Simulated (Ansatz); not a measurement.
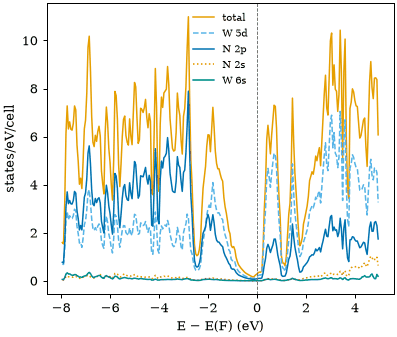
Figure. Total and projected density of states of W₂N₃ in space group Cm (No. 8; Pearson symbol mS20), the program Ansatz at the PBE level (PAW)

### Question
Which orbitals carry the states next to the Fermi level?

### Answer
Within 0.5 eV of the Fermi level: W 5d 71 %, N 2p 24 %. Projections are on Löwdin-orthogonalised atomic valence shells; empty p or d shells of many metals are not among them.

### Question
Where is the tallest occupied peak in this window, and what makes it?

### Answer
Near -2.8 eV, about 11 states/eV per cell; the largest projected share is N 2p.

The workflow started from a Materials Project entry (that database holds measured and hypothetical structures alike); the Crystallography Open Database copy checked does not list it. Its standing as an ambient phase is unchecked. The PBE relaxation kept the symmetry of its start; its stability against distortions is not shown here. No spin polarisation was allowed. A small band overlap can be real or an error of a semilocal functional. Scalar-relativistic: spin–orbit coupling is off unless named, which matters more the heavier the elements.

Potentials: the later of the program's two PAW sets.
